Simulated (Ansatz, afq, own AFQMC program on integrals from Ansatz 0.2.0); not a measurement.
# CH₄Ge (singlet): AFQMC on the coupled-cluster ladder at scale of all distances = 1.740, 6-31G, part 2 of 2

Ansatz 0.2.0, Gaussian basis, and an in-house AFQMC program (afq) on its integrals; all values are calculated; 6-31G, frozen cores.

## Step 11: Phaseless AFQMC, single-determinant trial on RHF

It reads the integrals that the CCSD(T) run on this determinant wrote.

Command:

```console
> afq ham --method phaseless --trial hf --walkers 120 --populations 1 --least-time 40 --time-step 0.005 --steps-per-block 20 --equilibration-blocks 160 --max-blocks 600 --target-error 0.00252 --factor-cut 1e-05 --seed 2345 --taylor-order 6
```

The log of the run:

```text
orbitals 31  electrons 6 6  factors 204 of 517
reference energy -2114.44417397 Eh
CCSD correlation -0.35217147 Eh in 28 cycles, weight of the determinant in the CISD state 0.4670
energy of the start -2114.444174 Eh
 block  time / (1/Eh)  mean weight  energy / Eh
     1     0.100  1.0004  -2114.468300
     2     0.200  1.0002  -2114.490495
     3     0.300  1.0011  -2114.511039
     4     0.400  1.0016  -2114.527884
     5     0.500  1.0008  -2114.544511
     6     0.600  1.0009  -2114.565177
     7     0.700  1.0002  -2114.570125
     8     0.800  1.0005  -2114.575014
     9     0.900  0.9999  -2114.592799
    10     1.000  1.0015  -2114.603684
    20     2.000  1.0001  -2114.692671
    39     3.900  1.0000  -2114.723743
    58     5.800  1.0019  -2114.728786
    77     7.700  1.0007  -2114.718837
    96     9.600  0.9994  -2114.722917
   115    11.500  0.9969  -2114.807972
   134    13.400  1.0013  -2114.725143
   153    15.300  1.0022  -2114.809139
   172    17.200  1.0003  -2114.737901
   191    19.100  1.0001  -2114.720632
   210    21.000  1.0001  -2114.775099
   229    22.900  1.0016  -2114.752589
   248    24.800  1.0004  -2114.721122
   267    26.700  0.9993  -2114.731134
   286    28.600  0.9972  -2114.756714
   305    30.500  0.9994  -2114.769875
   324    32.400  1.0032  -2114.779522
   343    34.300  0.9995  -2114.734835
   362    36.200  0.9995  -2114.774236
   381    38.100  0.9991  -2114.720104
   400    40.000  1.0028  -2114.753604
   419    41.900  1.0013  -2114.738591
   438    43.800  0.9990  -2114.759852
   457    45.700  1.0003  -2114.736704
   476    47.600  1.0005  -2114.677922
   495    49.500  0.9989  -2114.730810
   514    51.400  0.9966  -2114.762035
   533    53.300  0.9983  -2114.701615
   552    55.200  0.9992  -2114.753356
   571    57.100  1.0012  -2114.811521
   590    59.000  1.0003  -2114.725259
   609    60.900  0.9985  -2114.745950
   628    62.800  1.0002  -2114.697962
   647    64.700  0.9994  -2114.744425
   666    66.600  1.0005  -2114.715276
   685    68.500  1.0003  -2114.749468
   704    70.400  1.0016  -2114.732937
   723    72.300  1.0014  -2114.701852
   742    74.200  1.0011  -2114.713513
blocks merged  error / Eh  count
     1  0.001654  600
     2  0.002152  300
     4  0.002748  150
     8  0.003389  75
    16  0.003983  37
    32  0.003647  18
    64  0.004354  9
energy -2114.743641 +/- 0.003983 Eh
```

It took 96 s on 1 thread of Intel Xeon Platinum 8488C (Sapphire Rapids), shared host.

Energy -57545.1060 ± 0.1084 eV. Caveats: constraint bias not in the error; error above the target; large difference.

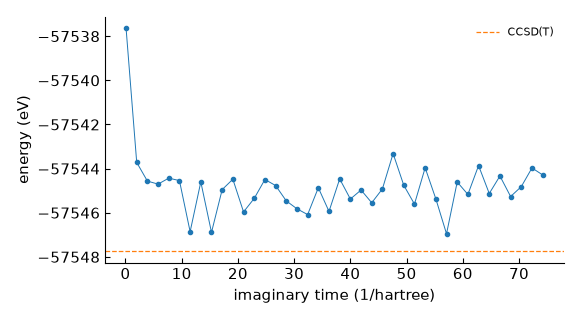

Block energies along the walk.

## Step 12: UHF

The input, in.yaml:

```yaml
crystal:
  periodic: [false, false, false]
  atoms:
    - {symbol: Ge, position_ang: [0.000000, 0.024950, 0.477355]}
    - {symbol: C, position_ang: [0.000000, -0.258651, -2.926344]}
    - {symbol: H, position_ang: [0.000003, 2.446666, 1.641013]}
    - {symbol: H, position_ang: [2.170716, -1.337535, 1.260954]}
    - {symbol: H, position_ang: [-2.170720, -1.337529, 1.260954]}
    - {symbol: H, position_ang: [0.000002, 1.512429, -3.694274]}
basis:
  gaussian: {orbitals: 6-31G}
magnetization: {spin_polarized: true, initial_magnetization: 0}
hamiltonian: {xc: hf}
output: {orbitals: {seedname: orbitals}}
```

Command:

```console
> ansatz run in.yaml --threads 1 --pin off --events-out ev --progress --plain --max-ram 1382MiB
```

The log of the run (excerpt; [...] marks lines left out):

```text
Functional definition: HF
  name "HF"
  cite "Fock, Z. Phys. 61, 126 (1930) doi:10.1007/BF01340294"
  parent pbe
[...]
517 factors; integrals over basis functions are off by at most 4.1e-4 eV
[...]
mean field -57543.63043961 eV, -2114.6894141821 hartree, gradient 4.3e-6 eV, S^2 3.154147; 9 other end points of the search recorded, 0 dependent functions left out
reference -57543.63043961 eV, -2114.6894141821 hartree; 21, 21 occupied and 25, 25 virtual orbitals, 517 factors
Total energy: -57543.63043961 eV, -2114.6894141821 hartree
```

It took 6 s on 1 thread of Intel Xeon Platinum 8488C (Sapphire Rapids), shared host.

From the report: ⟨S²⟩ of the determinant 3.154 (pure singlet: 0.00). The determinant is far from a pure spin state, so its energy mixes those of several spin states (harmless only where they are near-degenerate, as at dissociation).

## Step 13: CCSD(T) on UHF

in.yaml: that of step 12 with these lines changed.

```diff
@@ -12,3 +12,2 @@
 magnetization: {spin_polarized: true, initial_magnetization: 0}
-hamiltonian: {xc: hf}
-output: {orbitals: {seedname: orbitals}}
+correlation: {method: ccsd_t, electrons: outside_noble_gas, hamiltonian_folder: ham}
```

Launched as before.

The log of the run (excerpt; [...] marks lines left out):

```text
Functional definition: HF
  name "HF"
  cite "Fock, Z. Phys. 61, 126 (1930) doi:10.1007/BF01340294"
  parent pbe
[...]
517 factors; integrals over basis functions are off by at most 4.1e-4 eV
[...]
mean field -57543.63043961 eV, -2114.6894141821 hartree, gradient 1.6e-6 eV, S^2 3.154147; 41 other end points of the search recorded, 0 dependent functions left out
determinant -57543.63043961 eV, -2114.6894141821 hartree, with singles and doubles -57546.97456056 eV, -2114.8123083601 hartree
determinant -57543.49581532 eV, -2114.6844668307 hartree, with singles and doubles -57546.74346655 eV, -2114.8038158122 hartree
determinant -57543.47586841 eV, -2114.6837337953 hartree, with singles and doubles -57546.67222666 eV, -2114.8011977944 hartree
determinant -57543.46746622 eV, -2114.6834250204 hartree, with singles and doubles -57546.54679877 eV, -2114.7965884043 hartree
[...]
determinant -57541.35669884 eV, -2114.6058557501 hartree, with no singles and doubles
determinant -57541.26880643 eV, -2114.6026257635 hartree, with no singles and doubles
determinant -57541.25682689 eV, -2114.6021855236 hartree, with no singles and doubles
determinant -57541.08596988 eV, -2114.5959066443 hartree, with no singles and doubles
determinant -57541.07733320 eV, -2114.5955892522 hartree, with no singles and doubles
[...]
15 core orbitals not correlated: weight in the atoms' cores, before any rotation towards them, 1.000 or more for the frozen orbitals, at most 0.000 for the correlated occupied ones
reference -57543.19476993 eV, -2114.6734036165 hartree; 6, 6 occupied and 25, 25 virtual orbitals, 517 factors
second order -1.55125161 eV of doubles, -0.00000000 eV of singles
cycle   1  -3.94321349 eV  change   -2.5e-5 eV  update   6.5e-5
[...]
cycle   4  -3.94320293 eV  change   -3.6e-7 eV  update   1.3e-5
perturbative correction -0.19088848 eV, -0.0070150223 hartree
Total energy: -57547.32886133 eV, -2114.8253286735 hartree
```

Wall time 2 min (1 thread of Intel Xeon Platinum 8488C (Sapphire Rapids), shared host).

From the report: ⟨S²⟩ of the determinant 3.139 (pure singlet: 0.00); correlation -4.1341 eV; T1 0.151; largest double amplitude 0.30. The determinant is far from a pure spin state, so its energy mixes those of several spin states (harmless only where they are near-degenerate, as at dissociation).

This run also writes the integrals to the folder ham.

## Step 14: Phaseless AFQMC, CISD trial on UHF

It reads the integrals that the CCSD(T) run on this determinant wrote.

Command:

```console
> afq ham --method phaseless --trial cisd --walkers 60 --populations 1 --least-time 40 --time-step 0.005 --steps-per-block 50 --equilibration-blocks 40 --max-blocks 300 --target-error 0.00084 --factor-cut 1e-05 --start spin_pure --seed 8335 --release-times 0.24,0.51,0.99,1.62,2.4 --release-step 0.03 --release-every 4 --taylor-order 6
```

The log of the run:

```text
orbitals 31  electrons 6 6  factors 204 of 517
reference energy -2114.67340362 Eh
CCSD correlation -0.14490993 Eh in 52 cycles, weight of the determinant in the CISD state 0.3584
energy of the start -2114.709415 Eh
 block  time / (1/Eh)  mean weight  energy / Eh
     1     0.250  1.0008  -2114.733906
     2     0.500  1.0026  -2114.753239
     3     0.750  1.0011  -2114.766202
     4     1.000  0.9995  -2114.784181
     5     1.250  1.0001  -2114.790919
     6     1.500  0.9997  -2114.786029
     7     1.750  0.9983  -2114.789838
     8     2.000  1.0005  -2114.799810
     9     2.250  1.0008  -2114.808060
    10     2.500  0.9999  -2114.808858
    17     4.250  1.0006  -2114.822540
    25     6.250  1.0002  -2114.832079
    33     8.250  0.9985  -2114.820929
    41    10.250  0.9993  -2114.828282
    49    12.250  0.9992  -2114.833333
    57    14.250  0.9998  -2114.827462
    65    16.250  1.0002  -2114.807789
    73    18.250  1.0006  -2114.824274
    81    20.250  1.0013  -2114.823084
    89    22.250  0.9985  -2114.805876
    97    24.250  1.0000  -2114.823601
   105    26.250  1.0003  -2114.815205
   113    28.250  0.9987  -2114.815778
   121    30.250  0.9981  -2114.817888
   129    32.250  1.0009  -2114.825524
   137    34.250  1.0040  -2114.846792
   145    36.250  0.9994  -2114.851983
   153    38.250  1.0001  -2114.834715
   161    40.250  1.0000  -2114.823060
   169    42.250  0.9975  -2114.819555
   177    44.250  0.9998  -2114.801508
   185    46.250  0.9998  -2114.807329
   193    48.250  0.9964  -2114.808887
   201    50.250  0.9997  -2114.805637
   209    52.250  1.0014  -2114.804008
   217    54.250  1.0010  -2114.838505
   225    56.250  1.0003  -2114.831891
   233    58.250  1.0009  -2114.802989
   241    60.250  0.9976  -2114.821323
   249    62.250  0.9956  -2114.829629
   257    64.250  0.9996  -2114.801359
   265    66.250  1.0000  -2114.817776
   273    68.250  1.0001  -2114.814174
   281    70.250  1.0001  -2114.826141
   289    72.250  1.0010  -2114.826040
   297    74.250  0.9998  -2114.823446
   305    76.250  1.0015  -2114.811939
   313    78.250  1.0008  -2114.818046
   321    80.250  1.0008  -2114.818630
   329    82.250  0.9985  -2114.816648
   337    84.250  0.9991  -2114.825301
blocks merged  error / Eh  count
     1  0.000712  300
     2  0.000913  150
     4  0.001170  75
     8  0.001472  37
    16  0.001766  18
    32  0.001811  9
released: time / (1/Eh)  energy / Eh  error  mean overlap
  0.24  -2114.824457  0.002511  0.9967
  0.51  -2114.827324  0.002284  0.9901
  0.99  -2114.829065  0.001774  0.9768
  1.62  -2114.827336  0.002058  1.0095
  2.40  -2114.828119  0.003102  1.0040
energy -2114.821662 +/- 0.001766 Eh
```

Wall time 4.4 min (1 thread of Intel Xeon Platinum 8488C (Sapphire Rapids), shared host).

Energy -57547.2291 ± 0.0481 eV. Caveats: constraint bias not in the error; error above the target.

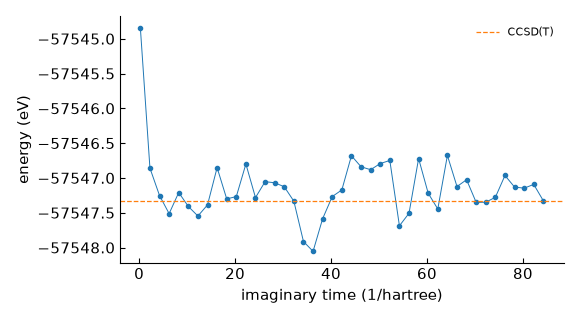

Block energies along the walk.

## Step 15: Phaseless AFQMC, single-determinant trial on UHF

It reads the integrals that the CCSD(T) run on this determinant wrote.

Command:

```console
> afq ham --method phaseless --trial hf --walkers 120 --populations 1 --least-time 40 --time-step 0.005 --steps-per-block 20 --equilibration-blocks 160 --max-blocks 600 --target-error 0.00252 --factor-cut 1e-05 --start spin_pure --seed 2345 --taylor-order 6
```

The log of the run:

```text
orbitals 31  electrons 6 6  factors 204 of 517
reference energy -2114.67340362 Eh
CCSD correlation -0.14490993 Eh in 52 cycles, weight of the determinant in the CISD state 0.3584
energy of the start -2114.705442 Eh
 block  time / (1/Eh)  mean weight  energy / Eh
     1     0.100  0.9990  -2114.719298
     2     0.200  0.9999  -2114.731760
     3     0.300  1.0007  -2114.740082
     4     0.400  1.0003  -2114.747239
     5     0.500  1.0000  -2114.757698
     6     0.600  1.0007  -2114.765914
     7     0.700  1.0005  -2114.771005
     8     0.800  0.9998  -2114.776196
     9     0.900  1.0001  -2114.781304
    10     1.000  1.0011  -2114.785544
    15     1.500  1.0006  -2114.794003
    29     2.900  1.0006  -2114.823506
    43     4.300  0.9991  -2114.817420
    57     5.700  0.9995  -2114.814547
    71     7.100  1.0000  -2114.818564
    85     8.500  1.0000  -2114.809332
    99     9.900  1.0004  -2114.821897
   113    11.300  1.0012  -2114.812819
   127    12.700  1.0023  -2114.814587
   141    14.100  1.0002  -2114.824660
   155    15.500  1.0007  -2114.819329
   169    16.900  0.9992  -2114.810667
   183    18.300  0.9992  -2114.809271
   197    19.700  0.9994  -2114.806307
   211    21.100  1.0005  -2114.812911
   225    22.500  0.9978  -2114.821819
   239    23.900  1.0023  -2114.829451
   253    25.300  1.0006  -2114.811726
   267    26.700  1.0001  -2114.826095
   281    28.100  1.0017  -2114.818089
   295    29.500  1.0011  -2114.826888
   309    30.900  1.0009  -2114.828294
   323    32.300  1.0002  -2114.824455
   337    33.700  1.0015  -2114.824017
   351    35.100  1.0002  -2114.819881
   365    36.500  1.0026  -2114.823775
   379    37.900  1.0000  -2114.808590
   393    39.300  0.9980  -2114.816681
   407    40.700  0.9999  -2114.820590
   421    42.100  0.9963  -2114.804021
   435    43.500  0.9988  -2114.818078
   449    44.900  0.9995  -2114.813423
   463    46.300  0.9977  -2114.838279
   477    47.700  1.0012  -2114.816500
   491    49.100  0.9995  -2114.821983
   505    50.500  1.0001  -2114.810902
   519    51.900  0.9994  -2114.818328
   533    53.300  1.0002  -2114.802962
   547    54.700  1.0000  -2114.805159
blocks merged  error / Eh  count
     1  0.000467  400
     2  0.000624  200
     4  0.000826  100
     8  0.001039  50
    16  0.001278  25
    32  0.001599  12
energy -2114.818156 +/- 0.001278 Eh
```

Run time: 2.1 min. Hardware: 1 thread of Intel Xeon Platinum 8488C (Sapphire Rapids), shared host.

Energy -57547.1337 ± 0.0348 eV. Caveats: constraint bias not in the error. The error still grows with block length (0.0283 to 0.0435 eV), so the bar may be too small.

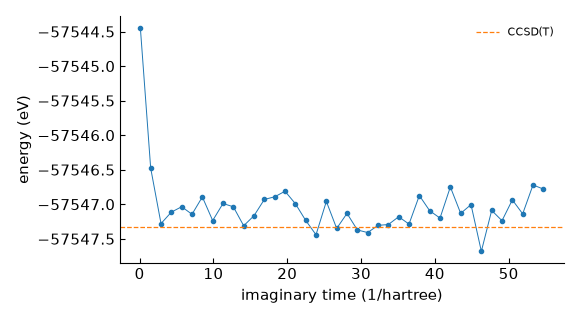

Block energies along the walk.

## Step 16: AFQMC on the ladder

On the RHF determinant, counted from CCSDT(Q) (a yardstick, not exact):

| level | energy (eV) | from CCSDT(Q) (meV) | statistical error (meV) | time |
| --- | --- | --- | --- | --- |
| HF | -57536.9571 | +10575.2 |  |  |
| MP2 | -57543.6555 | +3876.8 |  |  |
| CCSD | -57546.5402 | +992.1 |  |  |
| CCSD(T) | -57547.7482 | -215.9 |  |  |
| CCSDT(Q) | -57547.5323 | 0.0 |  |  |
| Phaseless AFQMC, CISD trial, step 0.005, 60 walkers | -57546.6825 | +849.8 | 43.0 | 2.1 min |
| Phaseless AFQMC, single-determinant trial, step 0.005, 120 walkers | -57545.1060 | +2426.3 | 108.4 | 96 s |

On the UHF determinant, counted from CCSD(T) (a yardstick, not exact):

| level | energy (eV) | from CCSD(T) (meV) | statistical error (meV) | time |
| --- | --- | --- | --- | --- |
| HF | -57543.1948 | +4134.1 |  |  |
| MP2 | -57544.7460 | +2582.8 |  |  |
| CCSD | -57547.1380 | +190.9 |  |  |
| CCSD(T) | -57547.3289 | 0.0 |  |  |
| Phaseless AFQMC, CISD trial, step 0.005, 60 walkers | -57547.2291 | +99.8 | 48.1 | 4.4 min |
| Phaseless AFQMC, single-determinant trial, step 0.005, 120 walkers | -57547.1337 | +195.2 | 34.8 | 2.1 min |

The functionals' totals stand on their own zeros and serve differences with other points: PBE -57583.860 eV; r2SCAN -57592.527 eV; PBE0 -57584.902 eV; B3LYP -57595.481 eV; wB97M-V -57589.101 eV; B2PLYP -57580.353 eV.

## Step 17: What came out

What follows sums up all 2 parts.

| quantity | value |
| --- | --- |
| CCSD(T) on RHF from CCSDT(Q) | -215.9 meV |
| Phaseless AFQMC, CISD trial on RHF from CCSDT(Q) | +849.8 ± 43.0 meV |
| Phaseless AFQMC, single-determinant trial on RHF from CCSDT(Q) | +2426.3 ± 108.4 meV |
| Phaseless AFQMC, CISD trial on UHF from CCSD(T) | +99.8 ± 48.1 meV |
| Phaseless AFQMC, single-determinant trial on UHF from CCSD(T) | +195.2 ± 34.8 meV |

On RHF the phaseless walk with the CISD trial lies +849.8 meV from CCSDT(Q), 20 times its error bar. A single-determinant trial moves the result by +1576.5 meV. On UHF the phaseless walk with the CISD trial lies +99.8 meV from CCSD(T), within three error bars. Error bars are statistical and leave out the constraint, the time step and what remains of the start.
